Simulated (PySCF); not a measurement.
C₄H₆SSeSi, SMILES [SiH3]c1ccc([SeH])s1 at its GFN2-xTB optimised geometry (Å):

```
13

Si    -1.6750    -2.3683    -0.0001
C     -0.4843    -0.9200     0.0000
C      0.8800    -0.9200     0.0000
C      1.4635     0.3618     0.0000
C      0.5256     1.3522     0.0002
Se     0.8620     3.2192    -0.0024
S     -1.0837     0.7110     0.0000
H     -0.8574    -3.5801     0.0173
H     -2.5236    -2.2827     1.1898
H     -2.5018    -2.3013    -1.2068
H      1.4563    -1.8286     0.0001
H      2.5236     0.5490    -0.0002
H     -0.5376     3.5801     0.0262
```

Level of theory: B3LYP/def2-TZVP (PySCF 2.14.0).

Map of the electron localisation function on the plane z = 1.0 Å:

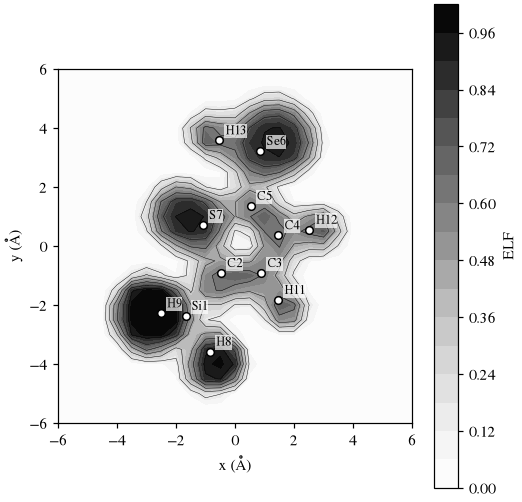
*Electron localisation function on the plane z = 1.0 Å.*
